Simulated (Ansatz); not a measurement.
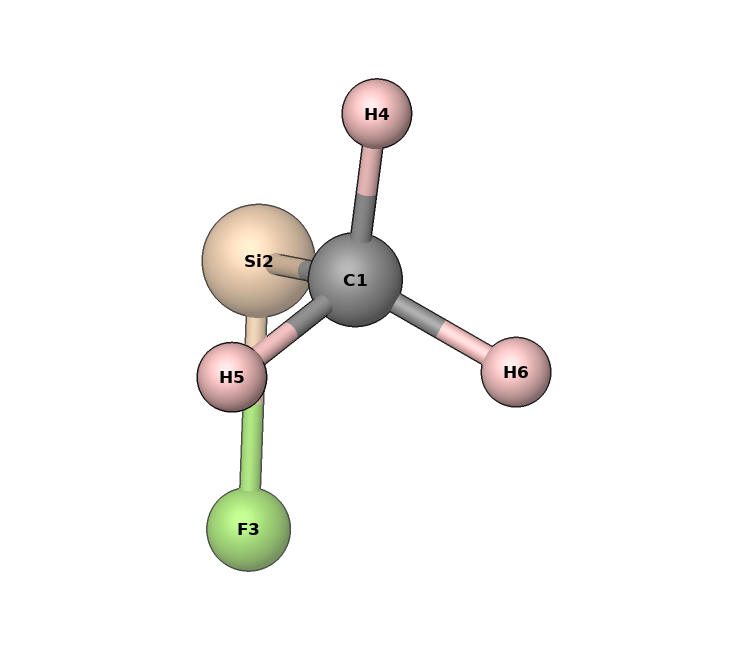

Source: calculation with Ansatz.

Si2 lies behind C1. The molecule seen a little off the C1–Si2 bond, C1 in front. Atoms fade into the background with distance from the viewer. Charge +1, doublet. Geometry: the geometry of the neutral molecule.

What is the torsion angle H4–C1–Si2–F3? The sign is positive where the front bond must turn clockwise to cover the back bond.

180°, antiperiplanar (anti).
